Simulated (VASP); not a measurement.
Shape and ions are relaxed at each volume.

Energy against volume of Sn (beta). Method: PBE GGA with D3 dispersion (zero damping), VASP's PBE PAW potentials (set 64) (plane waves; VASP).

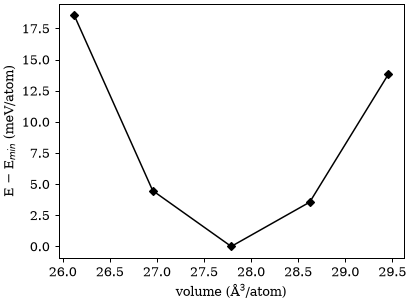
Fig. 1. Energy against volume

Task: Estimate the equilibrium volume and the bulk modulus.

Result: The minimum lies near 27.8 Å³/atom, and the curvature gives B0 of about 51 GPa.

Measured: bulk modulus 57.0 GPa (computed value off by -10.5 %), as given by Tao Chen et al., Physical Review Materials (2023), arXiv:2209.05059. The calculation is for a static lattice, while the measured bulk modulus holds thermal and zero-point effects, which are part of the difference.

The compound is Sn in the beta structure. It was relaxed first.
